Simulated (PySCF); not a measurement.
**BH$_{7}$O$_{2}$Si$_{2}$: density, localisation and related maps**

Input

```
{"job": {"kind": "nmr", "xc": "PBE0", "basis": "pcSseg-1"}, "charge": 0, "multiplicity": 1}
B      2.218776    -0.419389     0.452982
Si     0.726389     0.682645    -0.159447
O      0.631007     1.943726     0.880016
O     -0.705005    -0.125849    -0.162078
Si    -1.946973    -0.916356     0.489869
H      2.077284    -1.311990     1.194557
H      3.306007    -0.216677     0.075694
H      0.680336     1.209212    -1.535560
H     -0.111534     2.543829     0.859026
H     -2.542058    -1.656869    -0.619569
H     -1.463957    -1.809828     1.544526
H     -2.869075     0.076858     1.047065
```

Run with:

```sh
OMP_NUM_THREADS=1 python probes_run.py task.json out
```

Geometry: GFN2-xTB.

These are results of PBE0/pcSseg-1, SCF density, gas phase, non-relativistic (PySCF), not measurements.

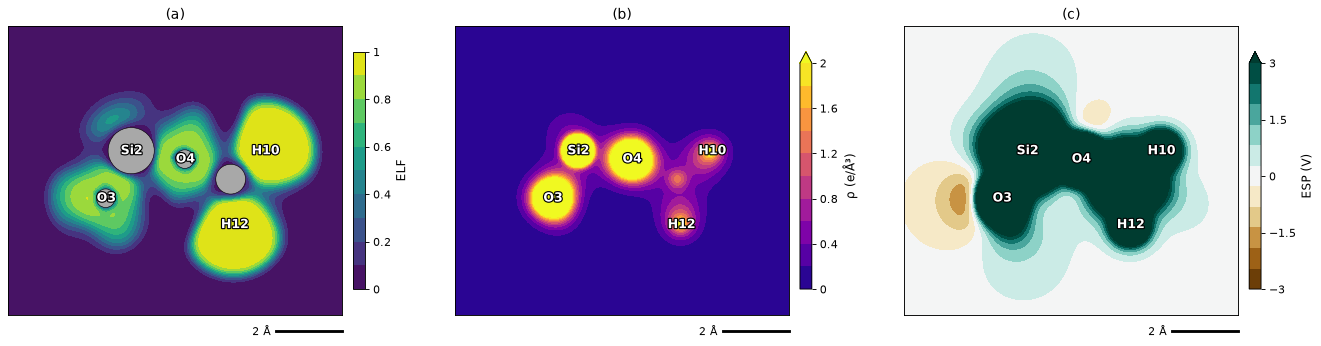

Figure 1. (a) electron localisation function; (b) total electron density; (c) molecular electrostatic potential on the plane of atoms O3, Si2 and O4. Grey discs cover the atomic cores in the ELF map.

Read the bonding off the picture.

Atoms in the plane: Si, O and H.
Si–O (1.64 Å): ρ at the midpoint is about 1.1 e/Å³; the ELF peaks at about 0.85 between the atoms, as expected for a shared but strongly polarised pair.
The ELF also peaks beside O3 and O4, away from the bonds: lone-pair regions.
Outside the dense part of the molecule the potential is most negative (−1.7 V) near O3.

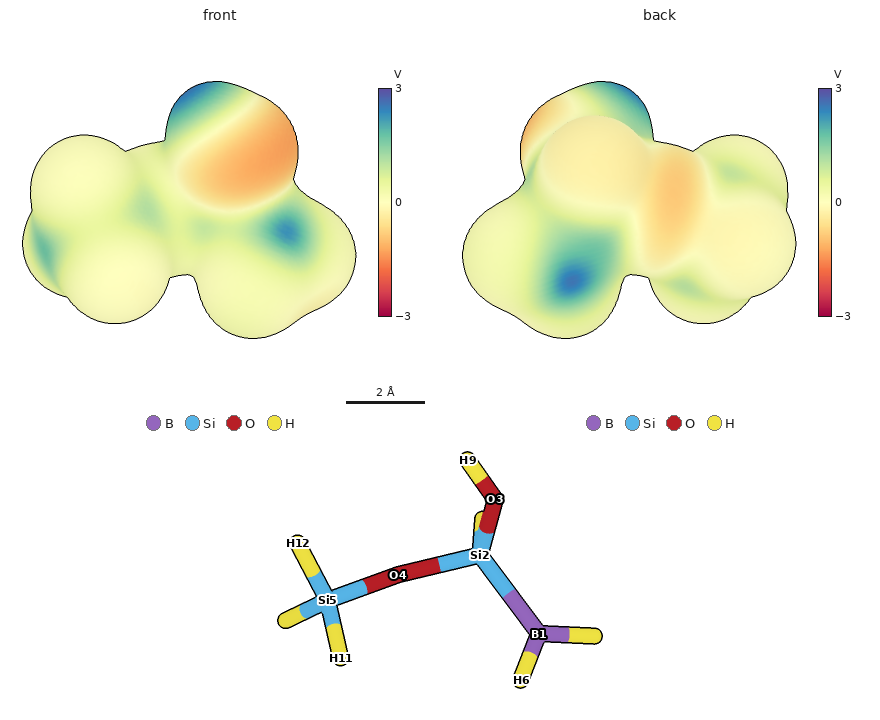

Figure 2. The molecular electrostatic potential painted on the density surface at 0.002 e/bohr³, seen from the front and from behind; red is negative and blue positive. The bare structure is drawn below in the same view.

Where is the surface potential most negative and most positive?

The most negative region (about −1.3 V) lies over O3, the most positive (about +2.5 V) over B1 and H9. O3 is the likeliest acceptor of a hydrogen bond.

How polar is the molecule by this calculation?

Its dipole moment is 0.48 D.
